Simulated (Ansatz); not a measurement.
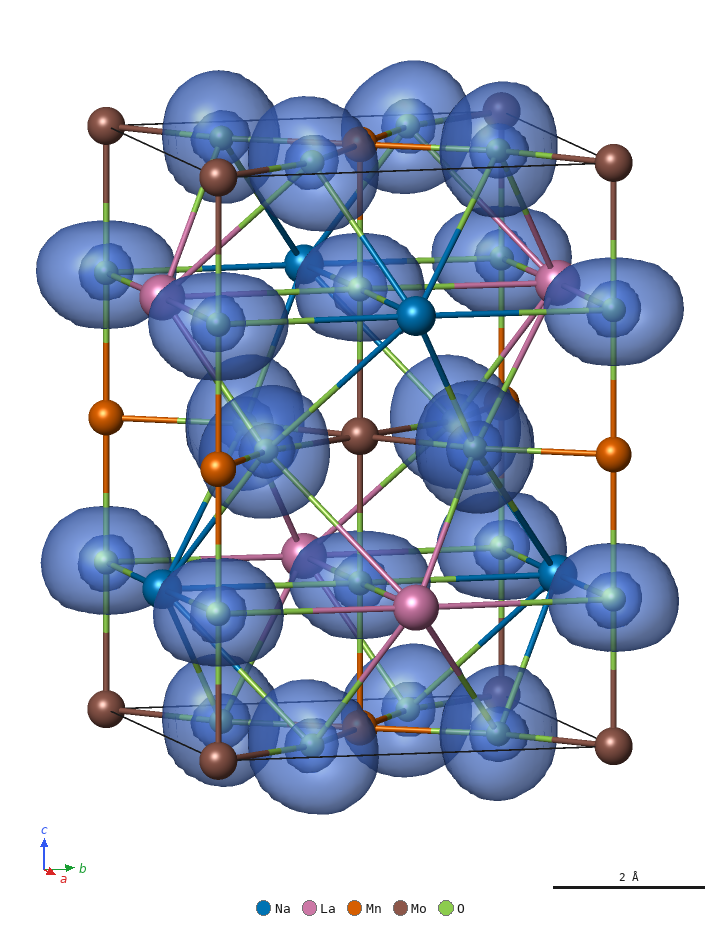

The picture shows: NaLaMnMoO6. Isosurface of the ELF at 0.7 (blue), seen slightly off an axis. Core shells and regions of very low density are left out. Sticks mark near contacts.

Space group I-4; a generated structure, not necessarily the stable one; the program warned that a starting moment wasn't kept; spin-polarised.

These are results of Kohn-Sham DFT of a periodic cell, PBE, Ansatz PAW in Ansatz 0.2.0, not measurements.

In a PAW calculation such maps are meaningful between the atoms, not at the nuclei.

```
Na La Mn Mo O
1.0
     5.44588    0.00000    0.00000
     0.00000    5.44588    0.00000
     0.00000    0.00000    7.79778
Na La Mn Mo O
2 2 2 2 12
Direct
  0.50000 0.00000 0.25000
  0.00000 0.50000 0.75000
  0.00000 0.50000 0.25000
  0.50000 0.00000 0.75000
  0.00000 0.00000 0.50000
  0.50000 0.50000 0.00000
  0.00000 0.00000 0.00000
  0.50000 0.50000 0.50000
  0.29606 0.20765 0.00001
  0.79606 0.70765 0.50001
  0.79235 0.29606 0.99999
  0.29235 0.79606 0.49999
  0.20394 0.29235 0.50001
  0.70394 0.79235 0.00001
  0.20765 0.70394 0.99999
  0.70765 0.20394 0.49999
  0.00000 0.00000 0.25194
  0.50000 0.50000 0.75194
  0.00000 0.00000 0.74806
  0.50000 0.50000 0.24806
```

Describe the localisation domains.

Answer. At this value the surface marks out twelve regions wrapped around O (the valence shell of each), counted in one cell of 20 atoms. Any copies at cell faces, edges or corners count once. Along the contacts the grid gives the following. Mn–O (1.93 Å): the ELF peaks at about 0.85 in the valence shell of O, 0.6 Å from its nucleus, and is about 0.20 at the midpoint: no localised pair shows between them. Mo–O (1.96 Å): the ELF peaks at about 0.80 in the valence shell of O, 0.6 Å from its nucleus, and drops to about 0.20 between the two atoms: no localised pair shows between them.

How are the moments arranged in this solution?

Answer. Parallel moments on the main sites in this solution; site moments Mn: +2.2 μB (×2) in one cell of 20 atoms, with smaller moments on other sites: Mo (up to −0.37 μB).
